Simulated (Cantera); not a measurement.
Input: 1 mol SiH4, 0.6 mol N2, held at 13.0 Pa.

These are equilibrium values from Cantera (NASA tables, ideal gas, pure condensed phases), not measurements of a reactor. Candidate condensed phases: Si, Si3N4; 18 gas species. N2 is the only nitrogen source here; it is nearly inert below about 1500 K, so the nitride shown seldom forms there in practice. Mutual solubility and eutectic melting of coexisting phases are not modelled. The numbers say what is thermodynamically allowed, not how fast it happens.

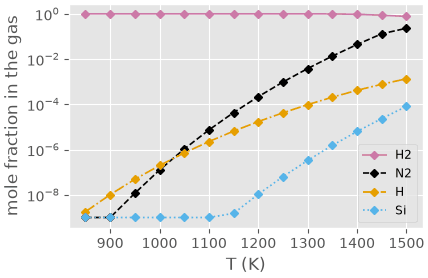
Equilibrium gas composition (values under 1e-9 drawn at 1e-9)

From 850 K to 1450 K the condensed part is Si(s) + Si3N4(s). At 1500 K the condensed part is Si(s).
